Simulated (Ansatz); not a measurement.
Geometry relaxation of CH3GeNO

The run: geometry relaxation of CH3GeNO. Method and program: RKS r2SCAN/def2-SVP (Ansatz 0.2.0).

It belongs to a series of runs on one base structure; here: end point A relaxed. Figures and captions count atoms from 1; the log counts them from 0 in places.

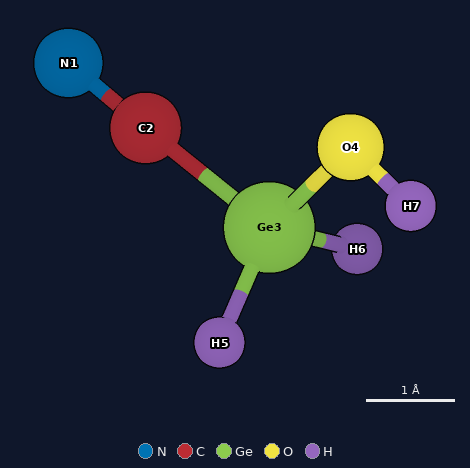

Fig. 1: The input geometry (ball-and-stick view, seen at a tilt; atoms are numbered from 1 in the order of the input). Sticks mark near contacts. Bond lengths as drawn: C–Ge 1.91 Å, C–N 1.20 Å, Ge–H 1.52 to 1.57 Å, Ge–O 1.86 Å and H–O 0.99 Å.

Input
```yaml
crystal:
  periodic: [false, false, false]
  atoms:
    - { symbol: "N", position_ang: [0.1271, -2.0856, 1.9521] }
    - { symbol: C, position_ang: [-0.0517, -1.174, 1.1866] }
    - { symbol: Ge, position_ang: [-0.288, 0.2536, -0.0587] }
    - { symbol: O, position_ang: [1.1781, 0.2459, -1.2111] }
    - { symbol: H, position_ang: [-1.5905, 0.0743, -0.8274] }
    - { symbol: H, position_ang: [-0.2648, 1.6157, 0.7193] }
    - { symbol: H, position_ang: [0.951, 1.0021, -1.8064] }
basis:
  gaussian: { orbitals: def2-SVP }
hamiltonian:
  xc: r2scan
relax:
  f_tol: 0.02
  max_steps: 50
output:
  orbitals: {}
```

Launched with:
```bash
ansatz run input.yaml --threads 2 --pin off --max-ram 3072MiB --backend cpu --events-out ev --progress --plain --runs-dir out
```

The program's output
```
The last accepted step is kept in [file] (removed where the run ends without a failure and the disk answers)
Engine: ansatz 0.2.0, x86_64-unknown-linux-gnu
Functional definition: r2SCAN
  parameter k0 = 0.174
  parameter k1 = 0.065
  parameter a1 = 4.9479
  exchange = r2scan_x(k0 = k0, k1 = k1, a1 = a1)
  correlation = r2scan_c
998 factors; their error is unknown
mean field evaluation 1: about -61119.9455 eV, gradient 6.2e1 eV
mean field evaluation 2: about -61076.0468 eV, gradient 1.5e2 eV
mean field evaluation 4: about -61126.2104 eV, gradient 2.2e1 eV
mean field evaluation 8: about -61127.2345 eV, gradient 6.9e-2 eV
mean field evaluation 16: about -61127.1834 eV, gradient 2.3e-5 eV
mean field -61127.18335679 eV, -2246.3825548692 hartree, gradient 2.3e-5 eV, S^2 0.000000; 0 other end points of the search recorded, 0 dependent functions left out
the calculation of the forces begins
reference -61127.18336492 eV, -2246.3825551679 hartree; 28, 28 occupied and 61, 61 virtual orbitals, 998 factors
relax step   1: F+E_penalty+E_count = -61127.18335679 eV  Δ(F+E_penalty+E_count) = +0.000e0 eV  max|allowed force component| = 3.320e0 eV/Å  Δτ_max = 0.0000 Å  (26 SCF iters, accepted)
these checks for a lower state are left out or cut short: starts, cluster_reference, orbital_swaps, neighbouring_geometries, increment
998 factors; their error is unknown
mean field -61127.38414614 eV, -2246.3899337416 hartree, gradient 2.3e-5 eV, S^2 0.000000; 0 other end points of the search recorded, 0 dependent functions left out
the calculation of the forces begins
reference -61127.38415427 eV, -2246.3899340402 hartree; 28, 28 occupied and 61, 61 virtual orbitals, 998 factors
relax step   2: F+E_penalty+E_count = -61127.38414614 eV  Δ(F+E_penalty+E_count) = -2.008e-1 eV  max|allowed force component| = 1.015e0 eV/Å  Δτ_max = 0.0908 Å  (31 SCF iters, accepted)
these checks for a lower state are left out or cut short: starts, cluster_reference, orbital_swaps, neighbouring_geometries, increment
998 factors; their error is unknown
mean field -61127.42185600 eV, -2246.3913195535 hartree, gradient 1.8e-5 eV, S^2 0.000000; 0 other end points of the search recorded, 0 dependent functions left out
the calculation of the forces begins
reference -61127.42186413 eV, -2246.3913198523 hartree; 28, 28 occupied and 61, 61 virtual orbitals, 998 factors
relax step   3: F+E_penalty+E_count = -61127.42185600 eV  Δ(F+E_penalty+E_count) = -3.771e-2 eV  max|allowed force component| = 3.648e-1 eV/Å  Δτ_max = 0.0382 Å  (29 SCF iters, accepted)
these checks for a lower state are left out or cut short: starts, cluster_reference, orbital_swaps, neighbouring_geometries, increment
998 factors; their error is unknown
mean field evaluation 32: about -61127.4788 eV, gradient 5.0e-2 eV
mean field -61127.42885221 eV, -2246.3915766592 hartree, gradient 1.9e-5 eV, S^2 0.000000; 0 other end points of the search recorded, 0 dependent functions left out
the calculation of the forces begins
reference -61127.42886039 eV, -2246.3915769600 hartree; 28, 28 occupied and 61, 61 virtual orbitals, 998 factors
relax step   4: F+E_penalty+E_count = -61127.42885221 eV  Δ(F+E_penalty+E_count) = -6.996e-3 eV  max|allowed force component| = 2.228e-1 eV/Å  Δτ_max = 0.0874 Å  (28 SCF iters, accepted)
these checks for a lower state are left out or cut short: starts, cluster_reference, orbital_swaps, neighbouring_geometries, increment
998 factors; their error is unknown
mean field -61127.43258694 eV, -2246.3917139079 hartree, gradient 2.1e-5 eV, S^2 0.000000; 0 other end points of the search recorded, 0 dependent functions left out
the calculation of the forces begins
reference -61127.43259510 eV, -2246.3917142079 hartree; 28, 28 occupied and 61, 61 virtual orbitals, 998 factors
relax step   5: F+E_penalty+E_count = -61127.43258694 eV  Δ(F+E_penalty+E_count) = -3.735e-3 eV  max|allowed force component| = 5.988e-2 eV/Å  Δτ_max = 0.0381 Å  (28 SCF iters, accepted)
these checks for a lower state are left out or cut short: starts, cluster_reference, orbital_swaps, neighbouring_geometries, increment
998 factors; their error is unknown
mean field -61127.43275164 eV, -2246.3917199607 hartree, gradient 1.8e-5 eV, S^2 0.000000; 0 other end points of the search recorded, 0 dependent functions left out
the calculation of the forces begins
reference -61127.43275980 eV, -2246.3917202607 hartree; 28, 28 occupied and 61, 61 virtual orbitals, 998 factors
relax step   6: F+E_penalty+E_count = -61127.43275164 eV  Δ(F+E_penalty+E_count) = -1.647e-4 eV  max|allowed force component| = 4.308e-3 eV/Å  Δτ_max = 0.0080 Å  (30 SCF iters, accepted)
998 factors; their error is unknown
mean field evaluation 64: about -61127.4328 eV, gradient 1.6e-2 eV
```

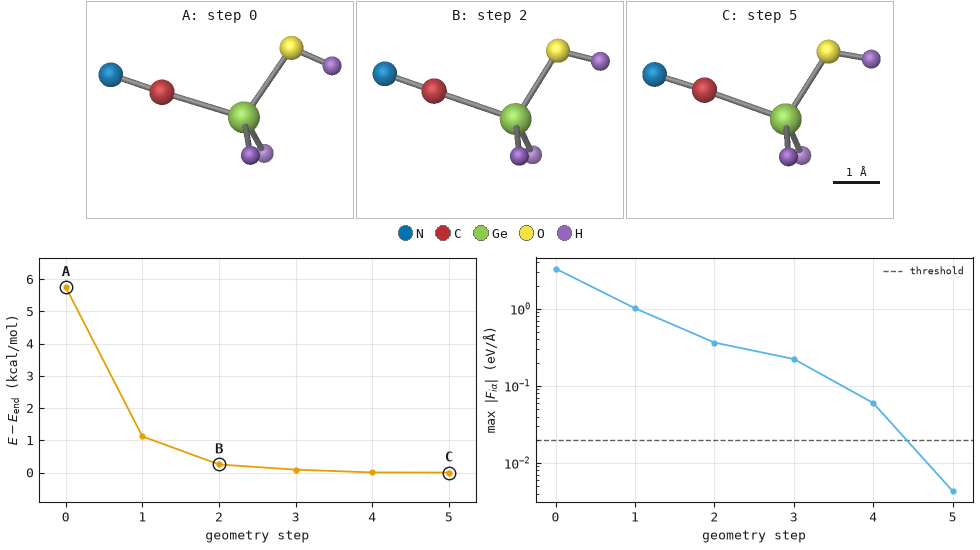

Fig. 2: Frames of the relaxation (ball-and-stick view, seen at an oblique angle) above the curves, on which the letters mark them (the first geometry is step 0 here and step 1 in the log).

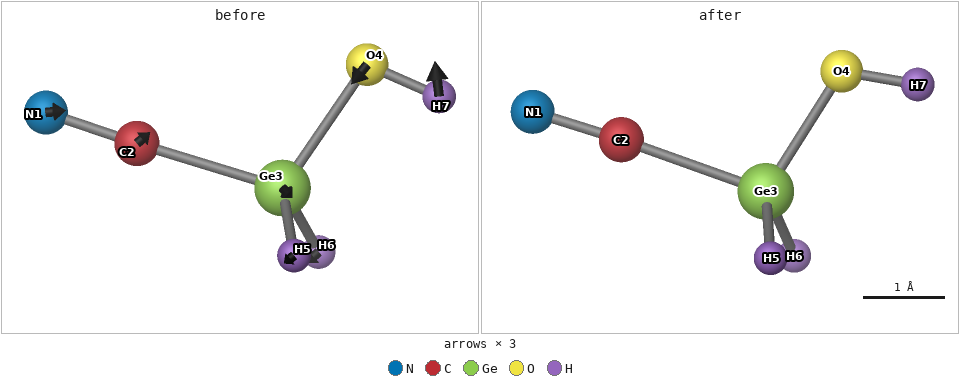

Fig. 3: Before (left) and after (right) the relaxation, at one scale (ball-and-stick view, seen at an oblique angle). The black arrows give the displacements, magnified 3 times. The atom that moves furthest after the best rigid fit is H7 (0.15 Å). By element the largest moves are H 0.15 Å, O 0.11 Å, N 0.09 Å, C 0.07 Å, Ge 0.06 Å. Among the contacts that change: Ge3–O4 1.865 → 1.774 Å, N1–C2 1.204 → 1.164 Å, Ge3–H6 1.569 → 1.533 Å, O4–H7 0.989 → 0.967 Å. Among the angles that change: Ge3–O4–H7 100.9° → 112.7°, O4–Ge3–H6 107.4° → 112.2°, C2–Ge3–O4 107.6° → 103.0°. After 5 geometry steps the energy has fallen by 5.75 kcal/mol. Largest force component: 3.3 eV/Å at the start, 0.0043 eV/Å at the end. (Atoms are counted from 1 in the order of the input.)

```
mean field -61127.43275164 eV, -2246.3917199607 hartree, gradient 1.8e-5 eV, S^2 0.000000; 1 other end points of the search recorded, 0 dependent functions left out
the calculation of the forces begins
reference -61127.43275980 eV, -2246.3917202607 hartree; 28, 28 occupied and 61, 61 virtual orbitals, 998 factors
Total energy: -61127.43275980 eV, -2246.3917202607 hartree
Atom 0 at     0.143673    -2.037287     1.884047 Å, force     0.001452    -0.004308     0.003207 eV/Å
Atom 1 at    -0.002027    -1.156808     1.136620 Å, force    -0.002015     0.002519    -0.001838 eV/Å
Atom 2 at    -0.304960     0.313419    -0.061330 Å, force    -0.000963     0.001711    -0.000169 eV/Å
Atom 3 at     1.090047     0.230949    -1.153637 Å, force    -0.000153     0.001542    -0.001572 eV/Å
Atom 4 at    -1.627895     0.058114    -0.792354 Å, force     0.001915     0.000829     0.001400 eV/Å
Atom 5 at    -0.313414     1.601202     0.770044 Å, force    -0.000669    -0.001263    -0.001757 eV/Å
Atom 6 at     1.075775     0.922410    -1.828990 Å, force     0.000433    -0.001029     0.000729 eV/Å
Dipole moment:    -0.284868     0.797990    -0.550293 e Å
```

Trajectory as extended XYZ (Å, eV, eV/Å), 6 frames, from step=1 to step=6
```
7
Properties=species:S:1:pos:R:3:forces:R:3 step=1 energy=-61127.18336
N     0.1271   -2.0856    1.9521   -0.6794   3.2042  -2.6333
C    -0.0517   -1.1740    1.1866    0.7950  -3.3199   2.5821
Ge   -0.2880    0.2536   -0.0587    1.3360   0.9264  -0.6543
O     1.1781    0.2459   -1.2111   -1.7639   0.6109   0.5824
H    -1.5905    0.0743   -0.8274   -0.1150  -0.1639  -0.0580
H    -0.2648    1.6157    0.7193   -0.0498  -0.5604  -0.1657
H     0.9510    1.0021   -1.8064    0.4771  -0.6973   0.3469
7
Properties=species:S:1:pos:R:3:forces:R:3 step=2 energy=-61127.38415
N     0.1516   -2.0396    1.8778   -0.0287  -0.0661   0.0907
C    -0.0312   -1.1469    1.1547    0.0839  -0.0371  -0.0275
Ge   -0.3023    0.3109   -0.0540    0.6708  -0.0854  -0.4862
O     1.1299    0.2002   -1.1740   -1.0150   0.7357   0.2251
H    -1.6050    0.0505   -0.8173   -0.0148   0.0478   0.0298
H    -0.2944    1.6096    0.7679   -0.0071  -0.0620  -0.0817
H     1.0126    0.9472   -1.8007    0.3109  -0.5329   0.2499
7
Properties=species:S:1:pos:R:3:forces:R:3 step=3 energy=-61127.42186
N     0.1565   -2.0408    1.8756    0.0406  -0.3648   0.3275
C    -0.0198   -1.1534    1.1495   -0.0217   0.3363  -0.3202
Ge   -0.3008    0.3099   -0.0589    0.0882  -0.0986  -0.0698
O     1.1075    0.2167   -1.1478   -0.2648   0.3329  -0.1182
H    -1.6133    0.0639   -0.8117   -0.0050   0.0002   0.0218
H    -0.2987    1.6049    0.7530   -0.0189   0.0538   0.0484
H     1.0298    0.9308   -1.8054    0.1816  -0.2598   0.1104
7
Properties=species:S:1:pos:R:3:forces:R:3 step=4 energy=-61127.42885
N     0.1661   -2.0418    1.8694   -0.0147  -0.0186   0.0316
C    -0.0091   -1.1528    1.1390    0.0200   0.0141  -0.0336
Ge   -0.3205    0.3194   -0.0537    0.2099   0.0336  -0.2228
O     1.0846    0.2295   -1.1463   -0.1064  -0.0037   0.0926
H    -1.6405    0.0647   -0.7891   -0.0040  -0.0029   0.0063
H    -0.3257    1.6079    0.7743   -0.0046   0.0076   0.0117
H     1.1063    0.9052   -1.8391   -0.1002  -0.0300   0.1143
7
Properties=species:S:1:pos:R:3:forces:R:3 step=5 energy=-61127.43259
N     0.1373   -2.0364    1.8887    0.0137  -0.0363   0.0242
C     0.0012   -1.1592    1.1362   -0.0197   0.0599  -0.0435
Ge   -0.3023    0.3125   -0.0626    0.0112  -0.0177   0.0089
O     1.0920    0.2337   -1.1575   -0.0228  -0.0335   0.0521
H    -1.6275    0.0573   -0.7902    0.0098  -0.0029  -0.0031
H    -0.3142    1.5989    0.7713    0.0080  -0.0035  -0.0051
H     1.0748    0.9252   -1.8315   -0.0002   0.0340  -0.0336
7
Properties=species:S:1:pos:R:3:forces:R:3 step=6 energy=-61127.43275
N     0.1437   -2.0373    1.8840    0.0015  -0.0043   0.0032
C    -0.0020   -1.1568    1.1366   -0.0020   0.0025  -0.0018
Ge   -0.3050    0.3134   -0.0613   -0.0010   0.0017  -0.0002
O     1.0900    0.2309   -1.1536   -0.0002   0.0015  -0.0016
H    -1.6279    0.0581   -0.7924    0.0019   0.0008   0.0014
H    -0.3134    1.6012    0.7700   -0.0007  -0.0013  -0.0018
H     1.0758    0.9224   -1.8290    0.0004  -0.0010   0.0007
```

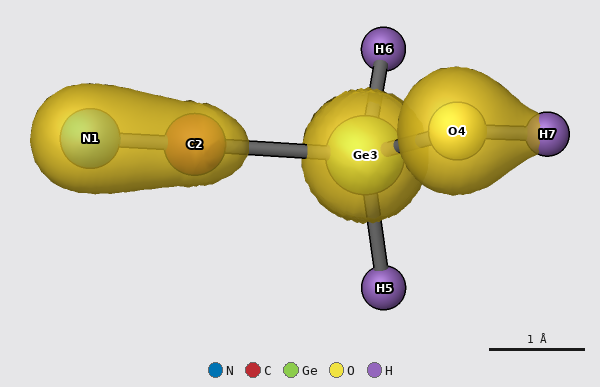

Fig. 4: Isosurface of the electron density at 1.5 e/Å³ (yellow), seen from the side. At this value the surface falls into five separate pieces. It is pinched off along the Ge–O (1.77 Å) and C–Ge (1.92 Å) contacts. On the grid the lowest density along these lines, outside the cores, is 3.1 e/Å³ (C–N, 1.16 Å), 0.93 e/Å³ (Ge–O, 1.77 Å), 0.85 e/Å³ (C–Ge, 1.92 Å) and 2.3 e/Å³ (O–H, 0.97 Å).

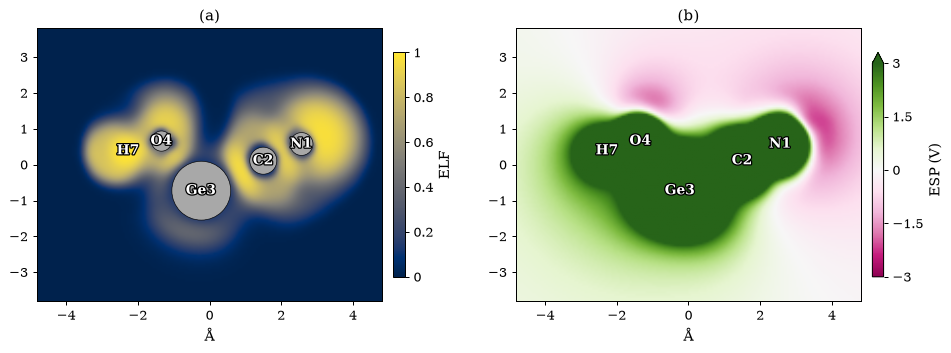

Fig. 5: (a) ELF; (b) electrostatic potential on the plane of atoms C2, Ge3 and O4. Grey discs, where drawn, cover atomic cores. Atoms in the plane: N, C, Ge, O and H. C–N (1.16 Å): the ELF peaks at about 0.85 between the atoms; a double or triple bond. Ge–O (1.77 Å): the ELF peaks at about 0.85 in the valence shell of O, 0.6 Å from its nucleus, and is about 0.35 at the midpoint. C–Ge (1.92 Å): the ELF peaks at about 0.95 in the valence shell of C, 0.7 Å from its nucleus, and is about 0.65 at the midpoint. O–H (0.97 Å): the ELF climbs to about 1 towards the hydrogen, as it does in any bond to H; a covalent bond by its length.

Summary

```tsv
quantity	value
outcome	converged
total energy	−61127.4328 eV
mean-field energy	−61127.4328 eV
largest force (length of the vector) at the end	0.006 eV/Å
hardware	2 threads of INTEL XEON PLATINUM @ 2.10GHz (Emerald Rapids), 24 GiB of memory available, shared host
wall time	10 s (CPU time 20 s)
peak memory	0.18 GiB
```
